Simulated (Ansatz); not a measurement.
These are PBE (plane waves to 420 eV, PAW; Ansatz, a first-principles code) values and carry that method's errors.

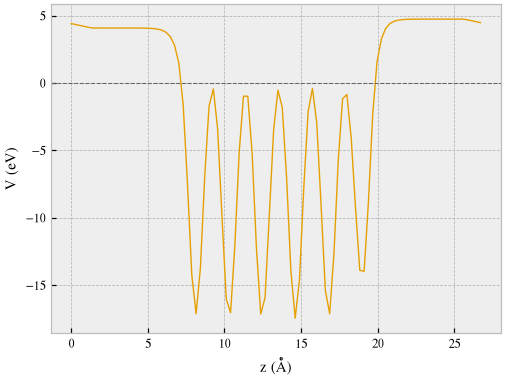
Fig. 1. Electrostatic potential energy of an electron, averaged over planes parallel to the surface, in eV from the Fermi level, for the (100) surface of rock-salt TiC, Al on half the Ti sites of the top plane, c(2x2) (bottom of the slab: a bare face, its two planes held)

Model: 24-atom slab, 10.7 Å thick at the start with caps and adatoms (thin: gaps and levels are the slab's own), 9x9x1 mesh, Fermi-Dirac 0.1 eV, dipole correction, 8 atoms held, the rest relaxed; held to the start's symmetry, so lower structures may exist; no spin, no spin-orbit, no U. It is one candidate, not shown to be the stable structure of the face.

The vacuum level lies 4.74 eV above the Fermi level over the top face and 4.08 eV above it under the bottom face.
